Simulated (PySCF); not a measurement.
```xyz
11

Cl   -2.9619   -0.1606    0.0274
C    -1.2426   -0.6449   -0.0728
C    -0.3307    0.5546    0.0569
Br   -0.6181    1.7642   -1.4736
Si    1.5422    0.0876    0.1573
Cl    2.6211    1.7657    0.3539
Cl    1.7517   -1.0887    1.7890
Cl    2.0396   -0.9276   -1.5023
H    -1.1070   -1.1492   -1.0295
H    -1.0629   -1.3454    0.7435
H    -0.6261    1.1471    0.9244
```

Geometry: GFN2-xTB.

Theory: CAM-B3LYP/def2-SVPD, SCF density, gas phase in PySCF 2.14.0.

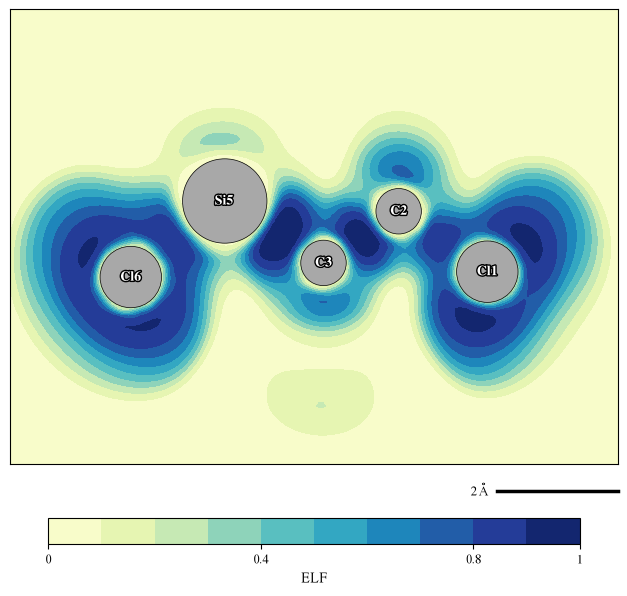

C2H3BrCl4Si (SMILES ClC[C@H](Br)[Si](Cl)(Cl)Cl). Electron localisation function on the plane of atoms C2, C3 and Si5. Grey discs cover the atomic cores.

Q: Interpret the plot.

A: Atoms in the plane: Cl, C and Si. C–C (1.51 Å): the ELF peaks at about 0.95 between the atoms (a covalent bond). C–Cl (1.79 Å): the ELF peaks at about 0.90 between the atoms (a covalent bond). C–Si (1.93 Å): the ELF peaks at about 1 between the atoms, as expected for a shared electron pair. Si–Cl (2.00 Å): the ELF peaks at about 0.90 between the atoms, as expected for a polar covalent bond. The ELF also peaks beside Cl6 and Cl1, away from the bonds: lone-pair regions.
